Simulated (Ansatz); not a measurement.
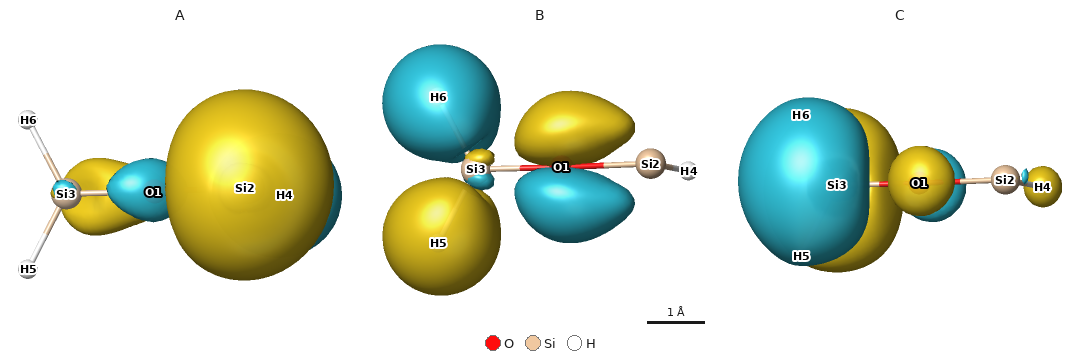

The picture shows: H₃OSi₂ (SMILES [SiH]O[SiH2+]) (charge +1). Three frontier orbitals at ±0.1 Å⁻³ᐟ² (yellow and cyan are the two phases), in no order.

Geometry: r2SCAN-D4/def2-TZVP.

The calculation used Ansatz, isolated molecule in a Gaussian basis; Kohn-Sham density functional theory, functional PBE0.

Input

```
crystal:
  periodic: [false, false, false]
  atoms:
    - {symbol: O, position_ang: [-0.394828, 0.845750, 0.753652]}
    - {symbol: Si, position_ang: [-0.394594, 2.547283, 0.505358]}
    - {symbol: Si, position_ang: [-0.564302, -0.657452, 1.156896]}
    - {symbol: H, position_ang: [0.641011, 2.447866, -0.600571]}
    - {symbol: H, position_ang: [0.292805, -1.178879, 2.227829]}
    - {symbol: H, position_ang: [-1.610832, -1.433111, 0.481236]}
basis:
  gaussian:
    orbitals: def2-TZVPD
total_charge: 1
hamiltonian:
  xc: {name: PBE0}
output: {forces: true, orbitals: {seedname: orbitals}}
```

Command:

```sh
ansatz run input.yaml --threads 2 --pin off --max-ram 4350MiB --events-out events.jsonl --progress --plain --runs-dir runs
```

### Which picture is the HOMO−1, the HOMO and the LUMO?

B is the HOMO−1 (−15.92 eV). By Hirshfeld shares it lies mainly on O1 (about 35 %), Si3 (about 25 %), H6 (about 15 %) and H5 (about 15 %). A is the HOMO (−11.62 eV). It lies mainly on Si2 (about 70 %) and H4 (about 20 %). C is the LUMO (−8.29 eV). By Hirshfeld shares it lies mainly on Si3 (about 75 %) and O1 (about 10 %).

### What is the HOMO–LUMO gap?

3.33 eV between the orbital energies.
